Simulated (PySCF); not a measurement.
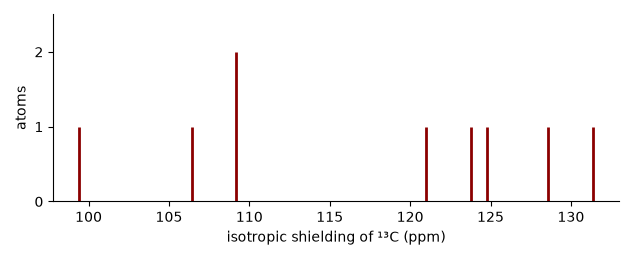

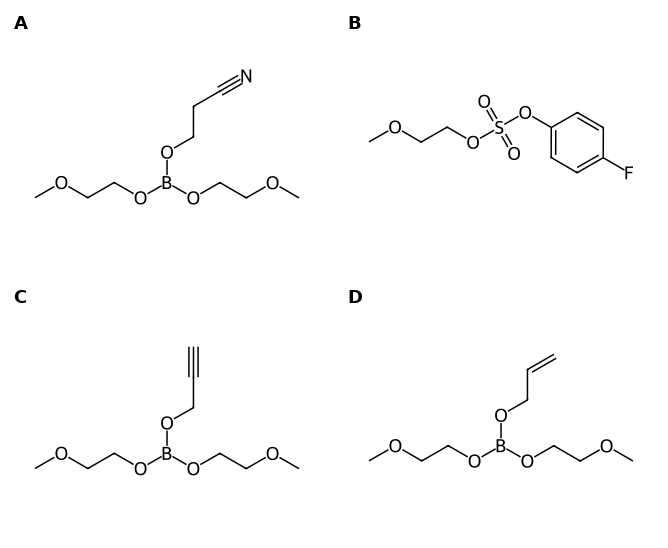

The sticks are computed shieldings of one of the molecules, for one fixed geometry (GFN2-xTB) without averaging over rotations. Low shielding means a high chemical shift. Method: GIAO PBE0/pcSseg-1 NMR shielding, non-relativistic, gas phase (PySCF 2.14.0).

### Match the spectrum to a structure.

C, `C#CCOB(OCCOC)OCCOC`. Its 9 C atoms give lines at 99.4, 106.4, 109.2 (2 atoms), 121.0, 123.8, 124.8, 128.6, 131.4 ppm.

The geometry is semi-empirical. Around B such bond lengths and angles can be off by a tenth of an ångström or more and by several degrees, and values that hang on the shape move with them.
